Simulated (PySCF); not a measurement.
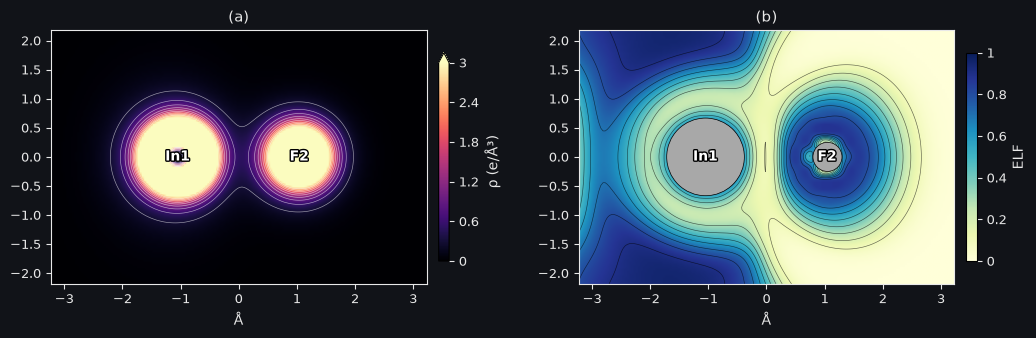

Figure. InF (charge −1, doublet). (a) electron density; (b) electron localisation function on a plane that holds the molecular axis. Grey discs cover the atomic cores in the ELF map.

Core potentials replace the inner electrons of In.

These are results of PBE0/aug-cc-pVDZ(-PP), non-relativistic Hamiltonian with scalar-relativistic core potentials where named, at a bond length of 2.097 Å in PySCF 2.14.0, not measurements.

Describe what can be read from this map.

- The plane passes through In and F nuclei.
- In–F (2.10 Å): the density is about 0.52 e/Å³ at the midpoint; the ELF peaks at about 0.85 in the valence shell of F, 0.6 Å from its nucleus, and drops to about 0.10 between the two atoms.
- The ELF also peaks beside F2, away from the bonds: non-bonding electrons, paired or unpaired.
